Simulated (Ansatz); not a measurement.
**A computed series for Ti2C: pressure series**

Consider Ti2C (space group Fd-3m, No. 227; a = 8.549 Å; a cell from a computed database, its experimental status unchecked).

Cell and atoms are relaxed at each pressure.

Method: Kohn–Sham DFT with the PBEsol functional, run in Ansatz (an electronic-structure program) with PAW and 420 eV plane waves, spin-orbit coupling left out.

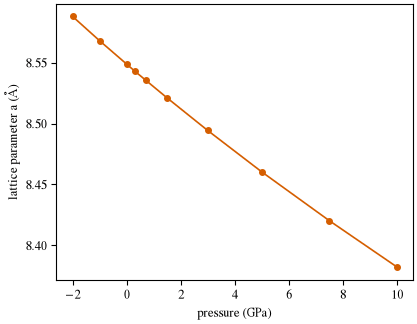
Lattice parameter a against pressure

| pressure (GPa) | lattice parameter a |
|---|---|
| -2 | 8.588 Å |
| -1 | 8.568 Å |
| 0.3 | 8.543 Å |
| 0.7 | 8.536 Å |
| 1.5 | 8.521 Å |
| 3 | 8.494 Å |
| 5 | 8.460 Å |
| 7.5 | 8.420 Å |
| 10 | 8.382 Å |

Load acts through the strain it causes; cell and atoms are relaxed under it. No phonon test of stability was made. Competing high-pressure phases were not computed. The final runs are not spin-polarised.
